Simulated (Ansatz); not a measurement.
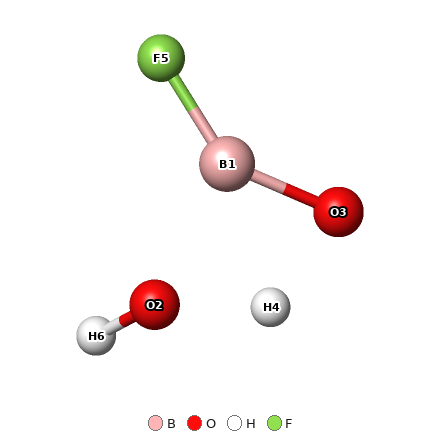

The system is the reacting system BFH₂O₂ (fragments BFH₂O₂ where the first distance is long, BFO + H₂O where the second is long); the picture shows the reference structure. First axis: distance O2–H4 (bond that forms). Second axis: distance O3–H4 (bond that breaks). Relaxed at each point: all other coordinates. The grid has 13 × 13 points. Points are written as (first, second). Energies are in kcal/mol, from the lowest grid point. The reference is spin-restricted, so regions where a bond is pulled apart into radicals lie too high. Level of theory: RKS PBE-D4/def2-SVP in Ansatz.

Its coordinates:

| atom | x (Å) | y (Å) | z (Å) |
| --- | --- | --- | --- |
| B | 0.4984 | 0.5240 | -0.0883 |
| O | -0.8886 | -0.3709 | 0.4831 |
| O | 1.3260 | -0.4726 | -0.0893 |
| H | 0.2109 | -0.9906 | 0.2694 |
| F | 0.3881 | 1.8088 | -0.3337 |
| H | -1.5349 | -0.4988 | -0.2412 |

Range: distance O2–H4 (bond that forms) from 0.873 to 2.673 Å; distance O3–H4 (bond that breaks) from 0.873 to 2.673 Å.

Q: Predict the map.

A: The lowest grid point is at (2.487 Å, 0.954 Å). The highest grid point, (0.873 Å, 0.873 Å), lies 207 kcal/mol above the lowest. On the interpolated surface the lowest path from the side where the first distance is long, about (2.50 Å, 0.97 Å), to the side where the second distance is long, about (0.97 Å, 2.50 Å), has its top at about (1.13 Å, 1.48 Å), about 52 kcal/mol above the start and 4.1 kcal/mol above the end.

```tsv
second ↓, first →	0.873	0.954	1.065	1.191	1.329	1.476	1.630	1.791	1.957	2.129	2.306	2.487	2.673
2.673	56	48	51	63	80	97	112	122	130	134	137	138	139
2.487	55	48	50	62	79	95	109	118	125	128	131	132	132
2.306	55	48	50	61	77	92	104	113	118	121	123	123	124
2.129	56	48	50	60	74	88	98	106	110	112	113	113	114
1.957	58	49	50	59	71	82	92	97	99	100	101	101	102
1.791	61	51	50	57	66	75	82	85	86	87	87	87	88
1.630	65	54	51	54	60	66	70	71	71	71	71	71	72
1.476	72	59	52	52	53	55	55	55	54	53	53	53	54
1.329	83	67	55	50	46	43	41	38	36	35	34	34	35
1.191	104	82	63	49	40	33	27	23	20	18	17	16	18
1.065	132	100	72	52	37	27	19	13	8	5	4	4	5
0.954	167	128	91	63	44	29	19	11	6	2	0	0	1
0.873	207	160	115	82	58	41	29	20	14	10	8	7	8
```

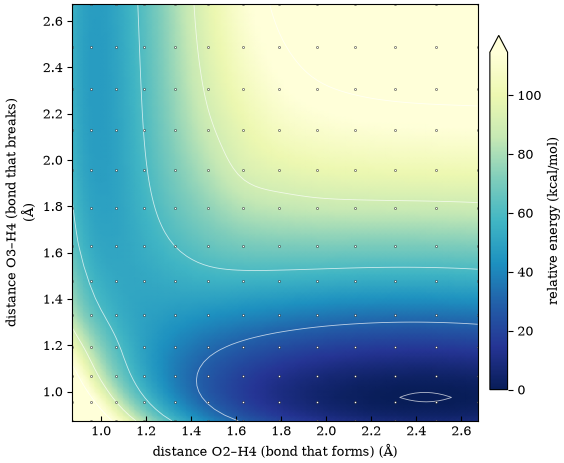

The picture shows a smooth colour map with a few white contour lines, dots at the grid points, one colour for all values above the top of the scale. Between grid points the surface is interpolated.

The whole map (169 points run) took 22 min on 1 thread of Arm Neoverse V1, with other jobs on the host.
